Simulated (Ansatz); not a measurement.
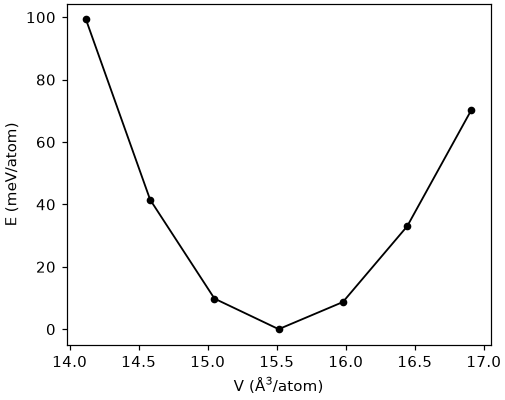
Fig. 1. HfRh3 in space group I4/mmm (No. 139; Rh on 2b, Rh on 4d, Hf on 2a) under volume change, plane-wave PAW PBE (Ansatz code), shape and atoms relaxed at each volume.

What does a third-order Birch–Murnaghan fit give for V₀, B₀ and B′?

V₀ = 15.51 Å³/atom, B₀ = 211 GPa, B′ = 4.7.

A made-up cell: these elements were put on the sites of a structure type; neither database checked (COD, Materials Project) lists it. COD files the formula under space group No. 221. Its standing as an ambient phase is unchecked. The PBE relaxation kept the symmetry of its start; whether a distortion lowers the energy is not shown. The run is not spin-polarised. Scalar-relativistic: spin–orbit coupling is off unless named, which matters more the heavier the elements.

Potentials: the earlier of the program's two PAW sets.
